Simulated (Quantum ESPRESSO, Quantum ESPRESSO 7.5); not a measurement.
# 1T-MgF2, 1 layer: k-mesh convergence

Which setting serves for 1T-MgF2, 1 layer? The runs below step through one kind of setting.

Main program and level: Quantum ESPRESSO 7.5; plane-wave DFT, PBE, GBRV ultrasoft pseudopotentials.

## (1) The starting structure

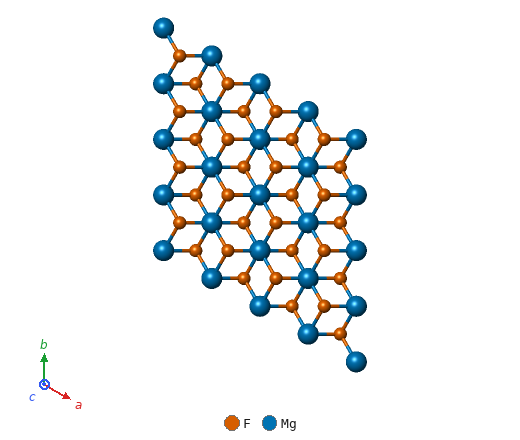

The cell as given, from above (fluorine orange, magnesium blue). 4×4×1 cells are drawn. Some periodic images of atoms are drawn too.

The cell holds 3 atoms: 2 F and 1 Mg. Cell: a = 3.100 Å, b = 3.100 Å, c = 18.789 Å, α = 90.0°, β = 90.0°, γ = 120.0°. It derives from MgF2. Vacuum lies along c.

This sheet is a model structure: its symmetry is held, and its stability is not tested here.

## (2) Ground state: 24×24×1 points

The first run is the reference of the series.

Input file c0.in:

```
&control
  prefix = 'c0'
  outdir = './out'
  pseudo_dir = './pseudo'
  calculation = 'scf'
  tprnfor = .true.
/
&system
  ibrav = 0
  nat = 3
  ntyp = 2
  ecutwfc = 40
  ecutrho = 200
  occupations = 'smearing'
  smearing = 'fd'
  degauss = 0.004
  assume_isolated = 'esm'
  esm_bc = 'bc1'
/
&electrons
  conv_thr = 1e-07
  mixing_beta = 0.4
  electron_maxstep = 120
  mixing_mode = 'local-TF'
/
ATOMIC_SPECIES
  F   18.9984  f_pbe_v1.4.uspp.F.UPF
  Mg  24.3050  mg_pbe_v1.4.uspp.F.UPF
CELL_PARAMETERS angstrom
  3.10000000000000 0.00000000000000 0.00000000000000
  -1.55000000000000 2.68467875173176 0.00000000000000
  0.00000000000000 0.00000000000000 18.78885438199983
ATOMIC_POSITIONS crystal
  F   0.666666666667 0.333333333333 -0.047604136624
  Mg  0.000000000000 0.000000000000 0.000000000000
  F   0.333333333333 0.666666666667 0.047604136624
K_POINTS automatic
  24 24 1 0 0 0
```

On the command line:

```
$ OMP_NUM_THREADS=1 mpirun -n 4 pw.x -nk 4 -in c0.in > c0.out
```

What it wrote:

```text
Program PWSCF v.7.5 starts
[citation notice left out]

     Parallel version (MPI & OpenMP), running on       4 processor cores
     Number of MPI processes:                 4
     Threads/MPI process:                     1

     MPI processes distributed on     1 nodes
[...]
Current dimensions of program PWSCF are:
     Max number of different atomic species (ntypx) = 10
     Max number of k-points (npk) =  40000
     Max angular momentum in pseudopotentials (lmaxx) =  4
     Message from routine setup:
     using ibrav=0 with symmetry is DISCOURAGED, use correct ibrav instead

     K-points division:     npool     =       4
     Subspace diagonalization in iterative solution of the eigenvalue problem:
     a serial algorithm will be used

     G-vector sticks info
     --------------------
     sticks:   dense  smooth     PW     G-vecs:    dense   smooth      PW
     Sum         475     379    121                50325    36125    6307

     Using Slab Decomposition

     bravais-lattice index     =            0
     lattice parameter (alat)  =       5.8582  a.u.
     unit-cell volume          =    1055.2392 (a.u.)^3
     number of atoms/cell      =            3
     number of atomic types    =            2
     number of electrons       =        24.00
     number of Kohn-Sham states=           16
     kinetic-energy cutoff     =      40.0000  Ry
     charge density cutoff     =     200.0000  Ry
     scf convergence threshold =      1.0E-07
     mixing beta               =       0.4000
     number of iterations used =            8  local-TF  mixing
     Exchange-correlation=  SLA  PW   PBX  PBC
                           (   1   4   3   4   0   0   0)

     Effective Screening Medium Method
     =================================
     Boundary Conditions: Vacuum-Slab-Vacuum
     total charge in unit cell        =   0.0000
     grid points for fit at edges     =        4

     celldm(1)=   5.858151  celldm(2)=   0.000000  celldm(3)=   0.000000
     celldm(4)=   0.000000  celldm(5)=   0.000000  celldm(6)=   0.000000

     crystal axes: (cart. coord. in units of alat)
               a(1) = (   1.000000   0.000000   0.000000 )
               a(2) = (  -0.500000   0.866025   0.000000 )
               a(3) = (   0.000000   0.000000   6.060921 )

     reciprocal axes: (cart. coord. in units 2 pi/alat)
               b(1) = (  1.000000  0.577350 -0.000000 )
               b(2) = (  0.000000  1.154701  0.000000 )
               b(3) = (  0.000000 -0.000000  0.164991 )

     PseudoPot. # 1 for F  read from file:
     ./pseudo/f_pbe_v1.4.uspp.F.UPF
     Pseudo is Ultrasoft, Zval =  7.0
     Generated by new atomic code, or converted to UPF format
     Using radial grid of  799 points,  4 beta functions with:
                l(1) =   0
                l(2) =   0
                l(3) =   1
                l(4) =   1
     Q(r) pseudized with  8 coefficients,  rinner =    0.950   0.950   0.950

     PseudoPot. # 2 for Mg read from file:
     ./pseudo/mg_pbe_v1.4.uspp.F.UPF
     Pseudo is Ultrasoft, Zval = 10.0
     Generated by new atomic code, or converted to UPF format
     Using radial grid of  821 points,  7 beta functions with:
                l(1) =   0
                l(2) =   0
                l(3) =   0
                l(4) =   1
                l(5) =   1
                l(6) =   2
                l(7) =   2
     Q(r) pseudized with  8 coefficients,  rinner =    1.200   1.200   1.200
                                                       1.200   1.200

     atomic species   valence    mass     pseudopotential
     F                 7.00    18.99840     F ( 1.00)
     Mg               10.00    24.30500     Mg( 1.00)

     12 Sym. Ops., with inversion, found

   Cartesian axes

     site n.     atom                  positions (alat units)
         1        F      tau(   1) = (   0.5000000   0.2886751  -0.2885249  )
         2        Mg     tau(   2) = (   0.0000000   0.0000000   0.0000000  )
         3        F      tau(   3) = (  -0.0000000   0.5773503   0.2885249  )

     number of k points=    61  Fermi-Dirac smearing, width (Ry)=  0.0040
                       cart. coord. in units 2pi/alat
        k(    1) = (   0.0000000   0.0000000   0.0000000), wk =   0.0034722
        k(    2) = (   0.0000000   0.0481125   0.0000000), wk =   0.0208333
        k(    3) = (   0.0000000   0.0962250   0.0000000), wk =   0.0208333
        k(    4) = (   0.0000000   0.1443376   0.0000000), wk =   0.0208333
        k(    5) = (   0.0000000   0.1924501   0.0000000), wk =   0.0208333
        k(    6) = (   0.0000000   0.2405626   0.0000000), wk =   0.0208333
        k(    7) = (   0.0000000   0.2886751   0.0000000), wk =   0.0208333
        k(    8) = (   0.0000000   0.3367877   0.0000000), wk =   0.0208333
        k(    9) = (   0.0000000   0.3849002   0.0000000), wk =   0.0208333
        k(   10) = (   0.0000000   0.4330127   0.0000000), wk =   0.0208333
[...]
k(   61) = (   0.3333333   0.5773503   0.0000000), wk =   0.0069444

     Dense  grid:    50325 G-vectors     FFT dimensions: (  27,  27, 160)

     Smooth grid:    36125 G-vectors     FFT dimensions: (  24,  24, 144)

     Estimated max dynamical RAM per process >      95.02 MB

     Estimated total dynamical RAM >     343.23 MB

     Initial potential from superposition of free atoms

     starting charge      23.6998, renormalised to      24.0000

     negative rho (up, down):  5.273E-04 0.000E+00
     Starting wfcs are   13 randomized atomic wfcs +    3 random wfcs

     total cpu time spent up to now is        1.6 secs

     per-process dynamical memory:    51.8 Mb

     Self-consistent Calculation

     iteration #  1     ecut=    40.00 Ry     beta= 0.40
     Davidson diagonalization with overlap
     c_bands:  1 eigenvalues not converged
     c_bands:  1 eigenvalues not converged
     c_bands:  1 eigenvalues not converged
     c_bands:  1 eigenvalues not converged
     c_bands:  1 eigenvalues not converged
     c_bands:  1 eigenvalues not converged
     c_bands:  1 eigenvalues not converged
     c_bands:  1 eigenvalues not converged
     c_bands:  1 eigenvalues not converged
     c_bands:  1 eigenvalues not converged
     c_bands:  1 eigenvalues not converged
     ethr =  1.00E-02,  avg # of iterations = 17.9

     negative rho (up, down):  2.162E-05 0.000E+00

     total cpu time spent up to now is        7.5 secs

     total energy              =    -222.98413489 Ry
     estimated scf accuracy    <       0.26447131 Ry

     iteration #  2     ecut=    40.00 Ry     beta= 0.40
[...]
total energy              =    -222.99246552 Ry
     estimated scf accuracy    <       0.01693814 Ry

     iteration #  4     ecut=    40.00 Ry     beta= 0.40
[...]
c_bands:  1 eigenvalues not converged
     c_bands:  2 eigenvalues not converged
     c_bands:  1 eigenvalues not converged
     c_bands:  2 eigenvalues not converged
     c_bands:  3 eigenvalues not converged
     c_bands:  1 eigenvalues not converged
     c_bands:  1 eigenvalues not converged
     c_bands:  2 eigenvalues not converged
     c_bands:  2 eigenvalues not converged
     c_bands:  1 eigenvalues not converged
     c_bands:  1 eigenvalues not converged
[...]
negative rho (up, down):  3.548E-07 0.000E+00

[...]
total energy              =    -222.99251043 Ry
     estimated scf accuracy    <       0.00907728 Ry

     iteration #  5     ecut=    40.00 Ry     beta= 0.40
[...]
c_bands:  1 eigenvalues not converged
     c_bands:  1 eigenvalues not converged
     c_bands:  1 eigenvalues not converged
[...]
negative rho (up, down):  2.010E-07 0.000E+00

[...]
total energy              =    -222.99387867 Ry
     estimated scf accuracy    <       0.01913250 Ry

     iteration #  6     ecut=    40.00 Ry     beta= 0.40
[...]
negative rho (up, down):  1.318E-07 0.000E+00

[...]
total energy              =    -222.99222103 Ry
     estimated scf accuracy    <       0.00650267 Ry

     iteration #  7     ecut=    40.00 Ry     beta= 0.40
[...]
c_bands:  1 eigenvalues not converged
[...]
negative rho (up, down):  2.023E-07 0.000E+00

[...]
total energy              =    -222.99286001 Ry
     estimated scf accuracy    <       0.00064975 Ry

     iteration #  8     ecut=    40.00 Ry     beta= 0.40
[...]
c_bands:  1 eigenvalues not converged
     c_bands:  2 eigenvalues not converged
     c_bands:  2 eigenvalues not converged
     c_bands:  2 eigenvalues not converged
     c_bands:  1 eigenvalues not converged
     c_bands:  3 eigenvalues not converged
     c_bands:  1 eigenvalues not converged
     c_bands:  2 eigenvalues not converged
     c_bands:  1 eigenvalues not converged
     c_bands:  2 eigenvalues not converged
     c_bands:  3 eigenvalues not converged
     c_bands:  3 eigenvalues not converged
     c_bands:  2 eigenvalues not converged
     c_bands:  2 eigenvalues not converged
     c_bands:  2 eigenvalues not converged
[...]
negative rho (up, down):  9.789E-06 0.000E+00

[...]
total energy              =    -222.99333892 Ry
     estimated scf accuracy    <       0.00157164 Ry

     iteration #  9     ecut=    40.00 Ry     beta= 0.40
[...]
c_bands:  1 eigenvalues not converged
     c_bands:  1 eigenvalues not converged
     c_bands:  2 eigenvalues not converged
     c_bands:  1 eigenvalues not converged
     c_bands:  1 eigenvalues not converged
     c_bands:  1 eigenvalues not converged
     c_bands:  2 eigenvalues not converged
     c_bands:  1 eigenvalues not converged
     c_bands:  1 eigenvalues not converged
[...]
negative rho (up, down):  1.443E-05 0.000E+00

[...]
total energy              =    -222.99367663 Ry
     estimated scf accuracy    <       0.00004886 Ry

     iteration # 10     ecut=    40.00 Ry     beta= 0.40
[...]
c_bands:  1 eigenvalues not converged
     c_bands:  1 eigenvalues not converged
     c_bands:  1 eigenvalues not converged
     c_bands:  1 eigenvalues not converged
     c_bands:  1 eigenvalues not converged
     c_bands:  2 eigenvalues not converged
     c_bands:  1 eigenvalues not converged
[...]
negative rho (up, down):  1.477E-04 0.000E+00

[...]
total energy              =    -222.99359700 Ry
     estimated scf accuracy    <       0.00003287 Ry

     iteration # 11     ecut=    40.00 Ry     beta= 0.40
[...]
c_bands:  1 eigenvalues not converged
     c_bands:  1 eigenvalues not converged
[...]
negative rho (up, down):  3.325E-04 0.000E+00

[...]
total energy              =    -222.99351379 Ry
     estimated scf accuracy    <       0.00027751 Ry

     iteration # 12     ecut=    40.00 Ry     beta= 0.40
[...]
c_bands:  2 eigenvalues not converged
     c_bands:  1 eigenvalues not converged
     c_bands:  2 eigenvalues not converged
[...]
negative rho (up, down):  2.576E-04 0.000E+00

[...]
total energy              =    -222.99341325 Ry
     estimated scf accuracy    <       0.00014304 Ry

     iteration # 13     ecut=    40.00 Ry     beta= 0.40
[...]
negative rho (up, down):  2.222E-04 0.000E+00

[...]
total energy              =    -222.99346593 Ry
     estimated scf accuracy    <       0.00004582 Ry

     iteration # 14     ecut=    40.00 Ry     beta= 0.40
[...]
negative rho (up, down):  2.315E-04 0.000E+00

[...]
End of self-consistent calculation

          k = 0.0000 0.0000 0.0000 (  4469 PWs)   bands (ev):

   -80.3008 -47.1041 -47.0518 -47.0518 -29.9182 -28.9366 -11.5523 -10.7972
   -10.7972 -10.0346 -10.0346  -9.8816  -2.0777  -0.7405  -0.2247   0.6617

          k = 0.0000 0.0481 0.0000 (  4479 PWs)   bands (ev):

   -80.3008 -47.1039 -47.0528 -47.0520 -29.9101 -28.9376 -11.5514 -10.8428
   -10.8037 -10.0610 -10.0373  -9.8551  -2.0197  -0.7064  -0.1827   0.6969

          k = 0.0000 0.0962 0.0000 (  4453 PWs)   bands (ev):

   -80.3006 -47.1033 -47.0556 -47.0525 -29.8860 -28.9406 -11.5510 -10.9627
   -10.8226 -10.1339 -10.0453  -9.7912  -1.8496  -0.6047  -0.0749   0.8013

          k = 0.0000 0.1443 0.0000 (  4472 PWs)   bands (ev):

   -80.3003 -47.1025 -47.0602 -47.0534 -29.8472 -28.9459 -11.5588 -11.1265
   -10.8523 -10.2339 -10.0583  -9.7180  -1.5807  -0.4364   0.1132   1.0032

          k = 0.0000 0.1925 0.0000 (  4480 PWs)   bands (ev):

   -80.2999 -47.1013 -47.0661 -47.0545 -29.7955 -28.9537 -11.5898 -11.3071
   -10.8903 -10.3328 -10.0757  -9.6551  -1.2273  -0.2009   0.3694   1.2319

          k = 0.0000 0.2406 0.0000 (  4480 PWs)   bands (ev):

   -80.2994 -47.1000 -47.0729 -47.0558 -29.7332 -28.9644 -11.6739 -11.4703
   -10.9334 -10.4034 -10.0965  -9.6127  -0.8063   0.0997   0.7060   1.5546

[...]
the Fermi energy is    -5.1293 ev

!    total energy              =    -222.99347594 Ry
     estimated scf accuracy    <       0.00000005 Ry
     smearing contrib. (-TS)   =       0.00000000 Ry
     internal energy E=F+TS    =    -222.99347594 Ry

     The total energy is F=E-TS. E is the sum of the following terms:
     one-electron contribution =     285.55968947 Ry
     hartree contribution      =    -144.81661631 Ry
     xc contribution           =     -35.91328510 Ry
     ewald contribution        =    -327.82326401 Ry

     convergence has been achieved in  14 iterations

     Forces acting on atoms (cartesian axes, Ry/au):

     atom    1 type  1   force =    -0.00000000    0.00000000   -0.02033761
     atom    2 type  2   force =    -0.00000000    0.00000000    0.00000000
     atom    3 type  1   force =     0.00000000   -0.00000000    0.02033761

     Total force =     0.028762     Total SCF correction =     0.000246

[...]
=------------------------------------------------------------------------------=
   JOB DONE.
=------------------------------------------------------------------------------=
```

Elapsed: 77 s, on 4 MPI ranks of Arm Neoverse N1, shared host; peak memory 0.53 GiB; 5.1 min of CPU time.

This step gave:

| Quantity | Value |
| --- | --- |
| free energy | -3033.9808 eV |
| Fermi energy | -5.129 eV |
| valence top, on the run's zero | -9.579 eV |
| conduction bottom, on the run's zero | -2.078 eV |
| gap by band count | 7.501 eV |
| vacuum line at the lower end of the cell, over the valence top | 9.579 eV |
| vacuum line at the upper end of the cell, over the valence top | 9.579 eV |

Electrostatic potential energy of an electron; zero at the highest filled level of the SCF mesh. Table of potential energy, planar mean by z:

```csv
z (Å),"potential energy, planar mean (eV)"
-8,9.58
-6,9.58
-4,9.58
-2,9.25
0,-6.86
2,9.25
4,9.58
6,9.58
8,9.58
```

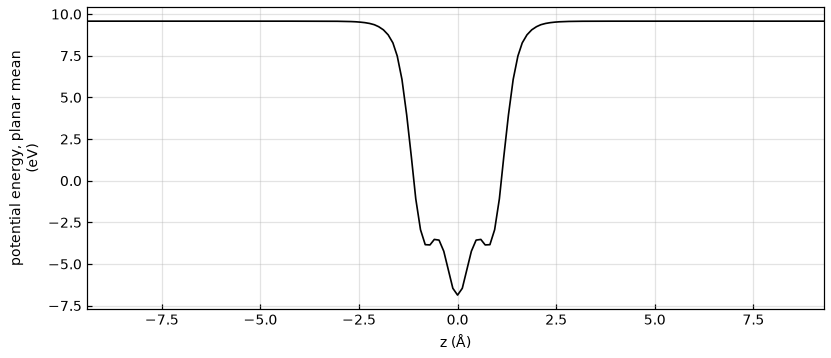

Potential energy, planar mean, plotted against z.

The program's own clock; routines nest. Time by routine:

```csv
routine,wall time (s),calls
PWSCF,76.36,1
electrons,74.36,1
c_bands,60.33,14
cegterg,50.87,224
h_psi,39.68,2613
fftw,36.2,32832
vloc_psi,35.41,2613
sum_band,6.55,14
mix_rho,5.09,14
ffts,2.98,1628
calbec,2.59,2901
h_psi:calbec,2.07,2613
add_vuspsi,2.06,2613
s_psi,1.99,2613
```

The vacuum levels are read from the outermost 0.7 Å of the cell on either side.

The run needed 14 iterations to bring the estimated error under 1e-07 Ry; the largest force on any atom, held or free, is 0.52 eV/Å.

Inside the slab this potential holds the local part of the pseudopotentials, which can be repulsive at the nuclei; only its value in the vacuum has a meaning of its own.

## (3) Self-consistent run: 17×17×1 points

c1.in is the input of step 2 with these lines changed:

```diff
@@ -1,3 +1,3 @@
 &control
-  prefix = 'c0'
+  prefix = 'c1'
   outdir = './out'
@@ -37,2 +37,2 @@
 K_POINTS automatic
-  24 24 1 0 0 0
+  17 17 1 0 0 0
```

On the command line:

```
$ OMP_NUM_THREADS=1 mpirun -n 4 pw.x -nk 4 -in c1.in > c1.out
```

What it wrote:

```text
[banner, memory and clock lines left out]
Program PWSCF v.7.5 starts
[...]
Message from routine setup:
[...]
number of electrons       =        24.00
     number of Kohn-Sham states=           16
     kinetic-energy cutoff     =      40.0000  Ry
     charge density cutoff     =     200.0000  Ry
[...]
number of k points=    33  Fermi-Dirac smearing, width (Ry)=  0.0040
[...]
Dense  grid:    50325 G-vectors     FFT dimensions: (  27,  27, 160)
[...]
negative rho (up, down):  5.273E-04 0.000E+00
     Starting wfcs are   13 randomized atomic wfcs +    3 random wfcs
[...]
negative rho (up, down):  2.113E-05 0.000E+00
[...]
estimated scf accuracy    <       0.26408891 Ry
[...]
negative rho (up, down):  1.234E-07 0.000E+00
[...]
estimated scf accuracy    <       0.10907901 Ry
[...]
negative rho (up, down):  4.999E-08 0.000E+00
[...]
estimated scf accuracy    <       0.01733661 Ry
[...]
negative rho (up, down):  3.884E-07 0.000E+00
[...]
estimated scf accuracy    <       0.00938194 Ry
[...]
negative rho (up, down):  1.978E-07 0.000E+00
[...]
estimated scf accuracy    <       0.02140513 Ry
[...]
negative rho (up, down):  9.824E-08 0.000E+00
[...]
estimated scf accuracy    <       0.00793589 Ry
[...]
negative rho (up, down):  1.246E-07 0.000E+00
[...]
estimated scf accuracy    <       0.00141358 Ry
[...]
negative rho (up, down):  2.669E-06 0.000E+00
[...]
estimated scf accuracy    <       0.00168503 Ry
[...]
negative rho (up, down):  4.058E-06 0.000E+00
[...]
estimated scf accuracy    <       0.00028048 Ry
[...]
negative rho (up, down):  4.273E-04 0.000E+00
[...]
estimated scf accuracy    <       0.00018304 Ry
[...]
negative rho (up, down):  3.056E-04 0.000E+00
[...]
estimated scf accuracy    <       0.00096414 Ry
[...]
negative rho (up, down):  2.533E-04 0.000E+00
[...]
estimated scf accuracy    <       0.00051004 Ry
[...]
negative rho (up, down):  2.173E-04 0.000E+00
[...]
estimated scf accuracy    <       0.00000073 Ry
[...]
negative rho (up, down):  2.287E-04 0.000E+00
[...]
estimated scf accuracy    <       0.00000213 Ry
[...]
negative rho (up, down):  2.316E-04 0.000E+00
[...]
the Fermi energy is    -5.1543 ev
!    total energy              =    -222.99347505 Ry
     estimated scf accuracy    <          9.1E-09 Ry
     smearing contrib. (-TS)   =       0.00000000 Ry
     internal energy E=F+TS    =    -222.99347505 Ry
[...]
one-electron contribution =     285.56108823 Ry
     hartree contribution      =    -144.81741493 Ry
     xc contribution           =     -35.91388434 Ry
     ewald contribution        =    -327.82326401 Ry
     convergence has been achieved in  15 iterations
[...]
Total force =     0.029307     Total SCF correction =     0.000160
[...]
```

The job ended after 50 s (4 MPI ranks; peak memory 0.36 GiB).

Read from the output:

| Quantity | Value |
| --- | --- |
| Fermi energy | -5.154 eV |
| valence top, on the run's zero | -9.577 eV |
| conduction bottom, on the run's zero | -2.076 eV |
| vacuum line at the lower end of the cell, over the valence top | 9.577 eV |
| vacuum line at the upper end of the cell, over the valence top | 9.577 eV |

The program's own clock; routines nest. Time by routine:

```csv
routine,wall time (s),calls
PWSCF,49.15,1
electrons,47.56,1
c_bands,34.78,15
cegterg,30.18,135
h_psi,23.56,1562
fftw,21.53,19380
vloc_psi,21.02,1562
mix_rho,5.59,15
sum_band,4.64,15
ffts,3.27,1753
calbec,1.53,1733
newd,1.52,16
h_psi:calbec,1.23,1562
add_vuspsi,1.22,1562
```

Counted from each run's own zero (the valence top), the vacuum level differs from the first run's by -2 meV.

(Part 1 of 2 ends here.)

[Logs are printed without paths, hosts, clocks, repeated set-up lines and the standing remarks that a program may print on its own settings, such as how far it seeks lower states.]

[Hosts, paths, dates, database ids (printed as entryN), source tags and the programs' standing remarks are cut or masked in the printed files.]

[Maps of the electrostatic potential energy from Ansatz leave out the sawtooth potential of an applied field or a dipole correction, so their vacuum need not be flat; planar profiles and work functions include it.]
